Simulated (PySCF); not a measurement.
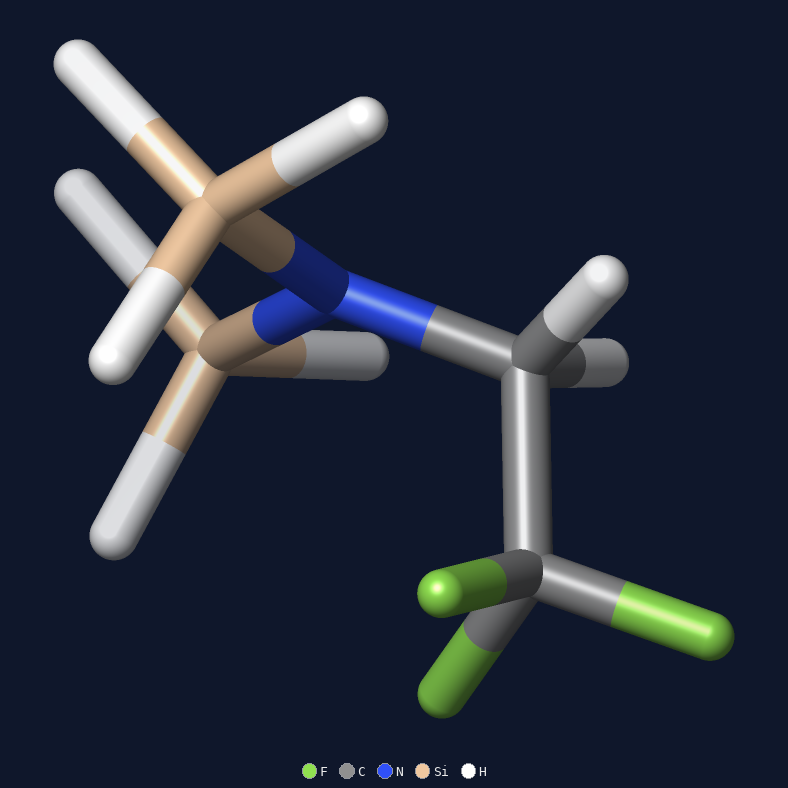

The picture shows a molecular structure as a stick model.

The geometry was computed by an optimisation with GFN2-xTB. No frequency run is at hand to confirm it as a minimum.

> Count the atoms of each element.

C₂H₈F₃NSi₂, 16 atoms: 2 carbon, 8 hydrogen, 3 fluorine, 1 nitrogen and 2 silicon.

> Name some functional groups or characteristic bonds that it holds.

Among them: C–F bond, Si–H bond, Si–N bond.

> Does it have rings?

It has no ring.

The parts below concern this one geometry. Atoms keep their numbers from picture to picture.

Symmetry

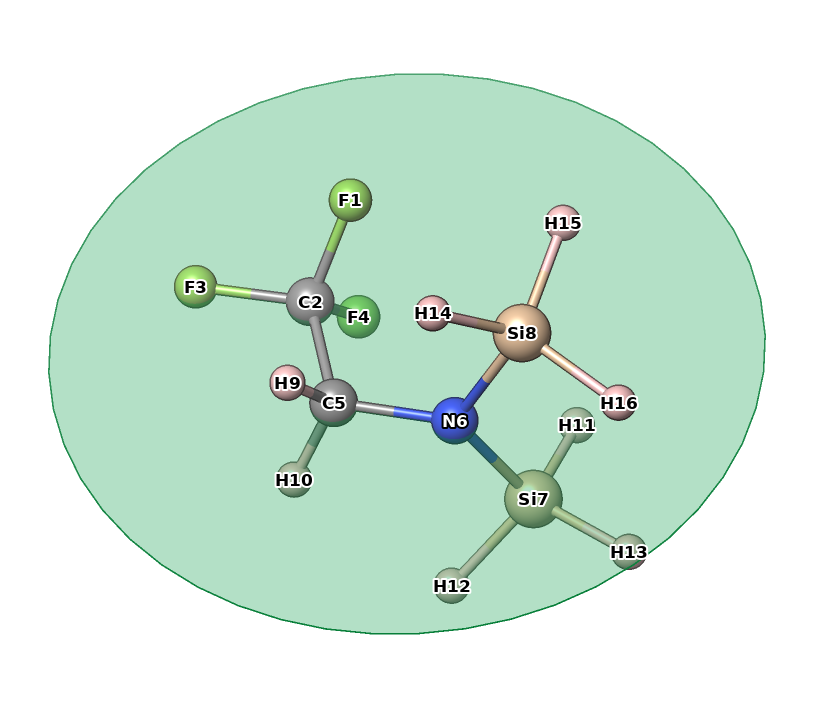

A disc through the centre of mass is drawn in. Atoms fade into the background with distance from the viewer. No frequency run is at hand to confirm it as a minimum.

> Is the plane of the disc a mirror plane of the structure?

Yes. The reflection leaves C2, F3, C5, N6 in place and moves F1 ↔ F4; Si7 ↔ Si8; H9 ↔ H10; H11 ↔ H15; H12 ↔ H14; H13 ↔ H16. The point group is Cs.

NMR shielding

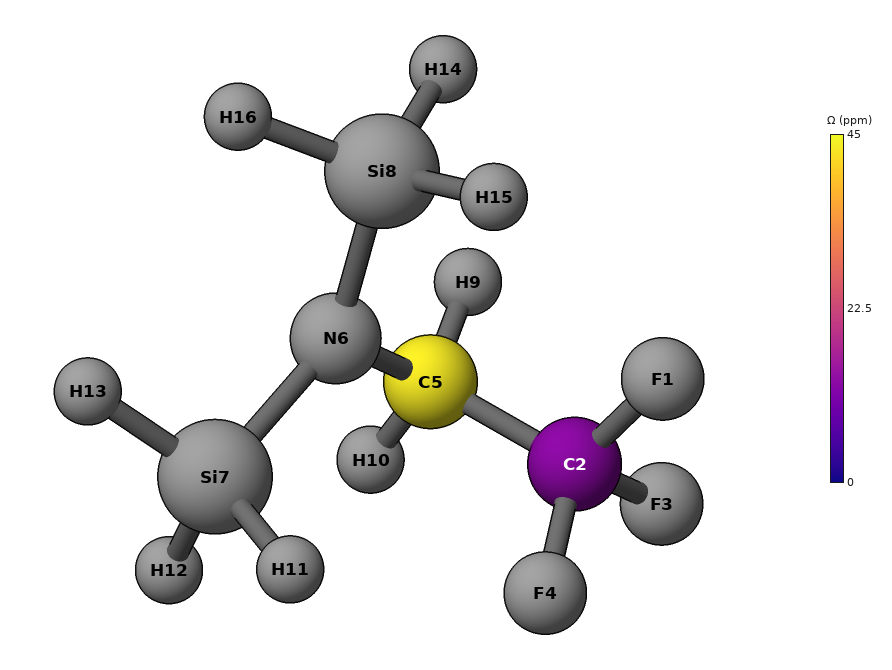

The C atoms are coloured by the span of their shielding tensor. No frequency run is at hand to confirm it as a minimum. Level of theory: GIAO PBE0/pcSseg-1 NMR shielding, non-relativistic, gas phase (PySCF 2.14.0). Principal shieldings σ11 ≤ σ22 ≤ σ33, span Ω = σ33 − σ11, skew κ = 3(σiso − σ22)/Ω.

> Which C atom has the most anisotropic shielding?

C5, with a span of 43 ppm.

Give the shielding tensors of the C atoms.

```json
{"atom": "C2", "σ11": "43.9", "σ22": "52.2", "σ33": "57.0", "σiso": "51.0", "Ω": "13.1", "κ": "−0.27"}
{"atom": "C5", "σ11": "109.2", "σ22": "119.9", "σ33": "152.5", "σiso": "127.2", "Ω": "43.3", "κ": "0.50"}
```

Shieldings and span in ppm.

Excitation

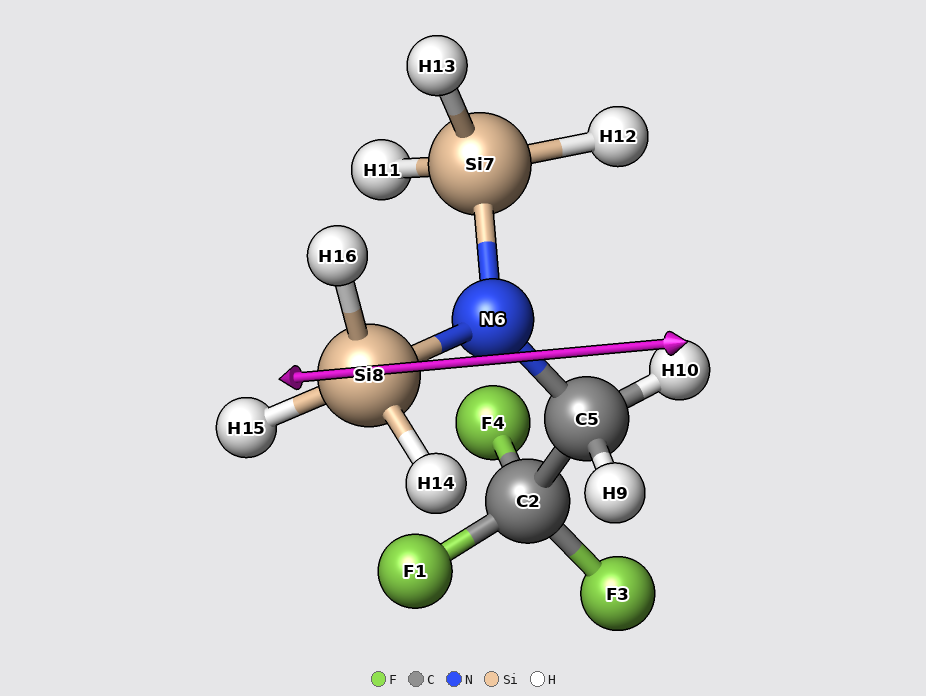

The double arrow shows the direction of the transition dipole to excited singlet state 3 (its length means nothing). No frequency run is at hand to confirm it as a minimum. Properties computed with TDDFT PBE0/def2-SVPD, vertical, gas phase, core orbitals frozen in the response (PySCF 2.14.0).

> Where does the transition lie, and how strong is it?

6.98 eV (178 nm), oscillator strength 0.040, mainly HOMO → LUMO+1 (weight 0.98); transition dipole 1.23 D.

Charges

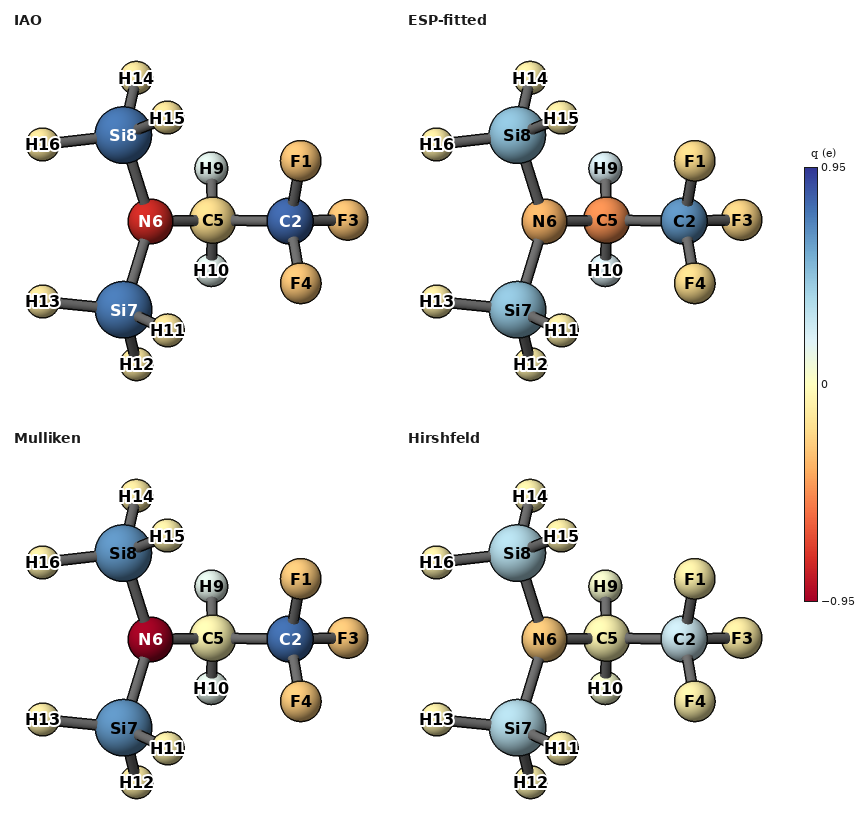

Atomic charges of one calculation by 4 schemes, on one colour scale. No frequency run is at hand to confirm it as a minimum. Method: PBE0/pcSseg-1 (PySCF 2.14.0).

> On which atom do the schemes disagree most?

On N6 (from −0.93 to −0.26 e).

List the charges (e), one line for each set of equivalent atoms.

```json
{"atom": "F1, F4", "IAO": "−0.28", "ESP-fitted": "−0.20", "Mulliken": "−0.27", "Hirshfeld": "−0.08"}
{"atom": "C2", "IAO": "0.79", "ESP-fitted": "0.64", "Mulliken": "0.77", "Hirshfeld": "0.26"}
{"atom": "F3", "IAO": "−0.29", "ESP-fitted": "−0.22", "Mulliken": "−0.27", "Hirshfeld": "−0.10"}
{"atom": "C5", "IAO": "−0.19", "ESP-fitted": "−0.45", "Mulliken": "−0.05", "Hirshfeld": "−0.05"}
{"atom": "N6", "IAO": "−0.77", "ESP-fitted": "−0.34", "Mulliken": "−0.93", "Hirshfeld": "−0.26"}
{"atom": "Si7, Si8", "IAO": "0.73", "ESP-fitted": "0.45", "Mulliken": "0.64", "Hirshfeld": "0.34"}
{"atom": "H9, H10", "IAO": "0.16", "ESP-fitted": "0.20", "Mulliken": "0.15", "Hirshfeld": "0.05"}
{"atom": "H11, H15", "IAO": "−0.14", "ESP-fitted": "−0.09", "Mulliken": "−0.08", "Hirshfeld": "−0.08"}
{"atom": "H12, H14", "IAO": "−0.13", "ESP-fitted": "−0.09", "Mulliken": "−0.11", "Hirshfeld": "−0.07"}
{"atom": "H13, H16", "IAO": "−0.13", "ESP-fitted": "−0.10", "Mulliken": "−0.10", "Hirshfeld": "−0.07"}
```

Quadrupole coupling

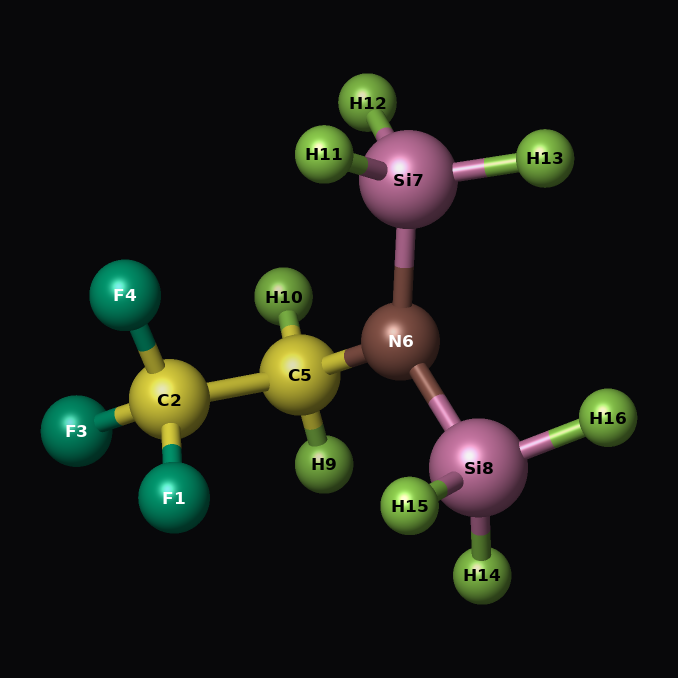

No frequency run is at hand to confirm it as a minimum. Electric field gradients from the ground-state density, PBE0/pcSseg-1 (PySCF 2.14.0), non-relativistic apart from any core potentials.

Give the largest field-gradient component, the quadrupole coupling constant and the asymmetry for 14N at N6 (Q = 20.44 mb), 2H at H9 (Q = 2.86 mb), 2H at H11 (Q = 2.86 mb).

```
atom  V_zz (a.u.)  e²qQ/h (MHz)     η
  N6       −0.838         −4.03  0.69
  H9        0.288         0.194  0.05
 H11        0.160         0.108  0.03
```

Mulliken values depend strongly on the basis set and can even reverse the polarity of a bond. The geometry is semi-empirical. Around Si such bond lengths and angles can be off by a tenth of an ångström or more and by several degrees, and values that hang on the shape move with them.
